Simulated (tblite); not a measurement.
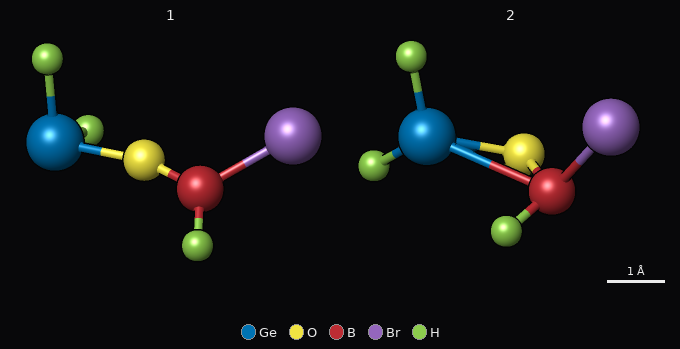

Two geometries of BGeH₃OBr (multiplicity 2), drawn at one scale. One is the start of a relaxation, the other its converged end. Style: ball-and-stick. Shown at a tilt.

Method: GFN2-xTB geometry optimisation, gas phase in tblite. 

Which geometry has the lower energy?

Answer. Structure 1 is the relaxed one. The energy falls by 196.5 kJ/mol in 71 geometry steps. An H atom moves most after the best rigid fit: 1.27 Å. By element the largest moves are H 1.27 Å, O 1.15 Å, Br 1.03 Å, Ge 0.60 Å, B 0.42 Å. Some distances before and after: B–Ge 2.588 → 3.060 Å, B–O 1.455 → 1.300 Å, B–Br 2.024 → 1.895 Å, Ge–H 1.515 → 1.595 Å. Bond angles that change, for instance: Ge–O–B 106.2° → 165.0°, O–Ge–H 115.4° → 94.8°, O–Ge–H 113.0° → 94.8°.
